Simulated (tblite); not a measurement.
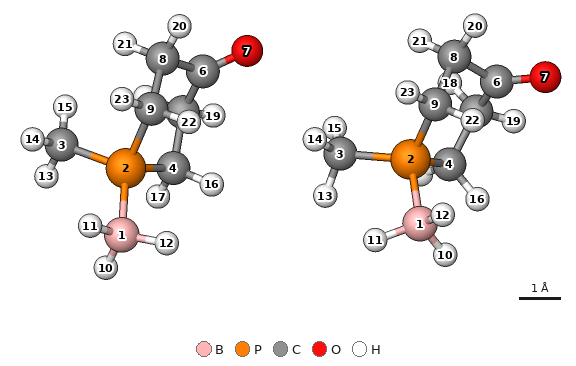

Two geometries of C$_{6}$H$_{14}$BOP, drawn at one scale. One is the start of a relaxation, the other its converged end. The picture is a ball-and-stick view, seen from a free direction.

These are results of tblite, GFN2-xTB geometry optimisation, gas phase, not measurements. 

Which of the two is the end point?

The left one is the relaxed one. After 122 geometry steps the energy has fallen by 0.920 eV. The atom that moves furthest after the best rigid fit is an H atom (1.31 Å). Largest moves by element: H 1.31 Å, O 0.86 Å, C 0.39 Å, B 0.38 Å, P 0.26 Å. Some distances before and after: C–H 1.139 → 1.089 Å, C–P 1.792 → 1.837 Å, C–H 1.123 → 1.094 Å, C–C 1.507 → 1.532 Å. Among the angles between lasting bonds that change: C–P–C 111.0° → 99.8°, C–P–C 114.2° → 103.9°, B–P–C 105.8° → 115.8°. Groups turn about B–P by about 55°, C–P by about 35°, C–C by about 25°.
